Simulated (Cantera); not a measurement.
A closed system holds: 1 mol BN, 0.42 mol H2O, a varied amount of H2, equilibrated at 1700 K and 9.00 Torr.

Cantera equilibrium calculation (NASA polynomials, part measured and part estimated; ideal gas, pure solids and liquids). Candidate condensed phases: B, BN, B2O3, B3O3H3, H2O; 39 gas species. Equilibrium is a limit: real reactors are often held back by kinetics, nucleation or transport.

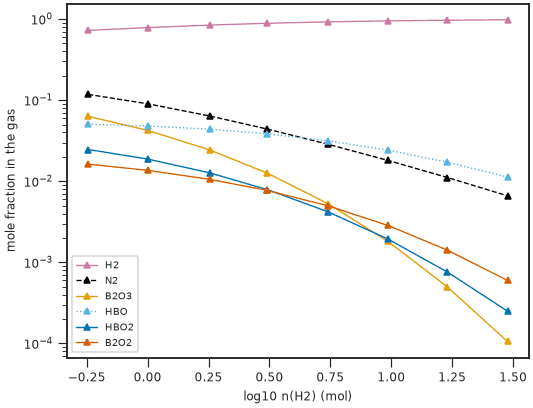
*Equilibrium gas composition (values under 1e-9 drawn at 1e-9)*

From 0.57 mol H2 to 30 mol H2 the condensed part is BN(s). The main B-bearing gas is B2O3 at 0.57 mol H2 and HBO at 30 mol H2. The share of B in condensed phases is highest at 0.57 mol H2 (69.5 %) and lowest at 30 mol H2 (59.2 %).
